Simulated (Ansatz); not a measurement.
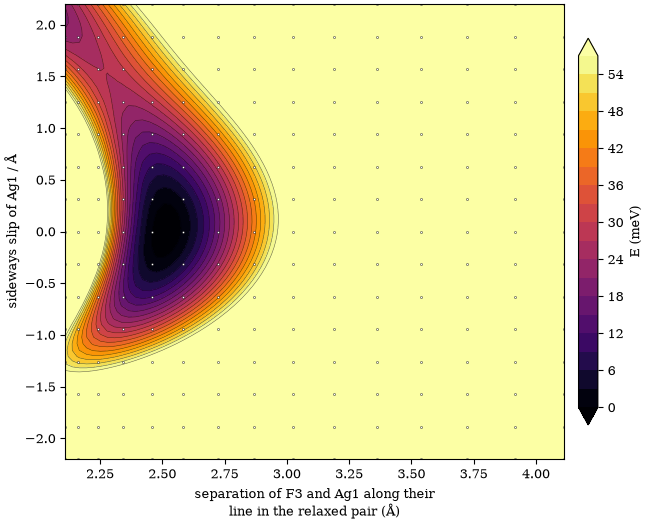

The pair Ag···F₂, charge +1. 
- The first coordinate is: separation of F3 and Ag1 along their line in the relaxed pair; the second: sideways slip of Ag1.
- Nothing is relaxed (both partners rigid).
- The grid has 15 × 15 points.
- Points are written as (first, second).
- Energies: meV, counted from the lowest grid point.
- Level of theory: RKS PBE0-D4/def2-TZVPD (Ansatz 0.2.0).

Drawn: filled contours, dots at the grid points, one colour for all values above the top of the scale. Between grid points the surface is interpolated.

Estimate the position of the minimum and the force constants in these coordinates.

The interpolated minimum is at the first coordinate ≈ 2.513 Å, sideways slip of Ag1 ≈ 0.001 Å. The curvatures there are about 1.3 eV/Å² and 0.067 eV/Å², with a cross term of about −0.062 eV/Å². Round the minimum the valley is somewhat tilted: raising the first coordinate shifts the best value of sideways slip of Ag1 upwards (coupling k₁₂/√(k₁₁k₂₂) about −0.2).
